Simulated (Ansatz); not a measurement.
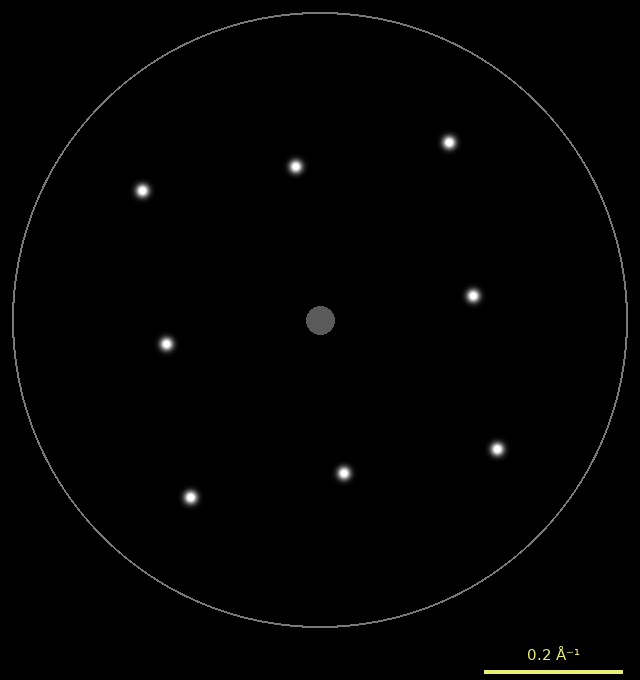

Simulated LEED pattern at 45 eV and normal incidence, from the upper face of a slab model. Spot positions follow from the surface net; brightness is a rough single-scattering estimate from the outer layers, good only for telling present from absent.

Q: Find the real-space surface cell from the pattern.

A: The spots form a square reciprocal net with shortest vectors 0.226 and 0.226 Å⁻¹ at 90.0°. The primitive real-space mesh has edges 4.43 and 4.43 Å at 90.0° (or its supplement) and area 19.6 Å².

The slab has composition K (2 atoms a cell, 3.5 Å thick). Structure: the end point of a relaxation with Ansatz, DFT PBE, scalar-relativistic, plane waves, PAW; the starting structure was generated, so it need not be a known form of this composition.

```
K
1.0
     4.42887    0.00000    0.00000
     0.00000    4.42887    0.00000
     0.00000    0.00000   31.13347
K
2
Direct
  0.50000 0.00000 0.20008
  0.00000 0.50000 0.31384
```

Q: Which atoms form the outermost layer?

A: The highest atoms of the upper face (within 0.6 Å of the top) are K; the spot positions alone do not show this.
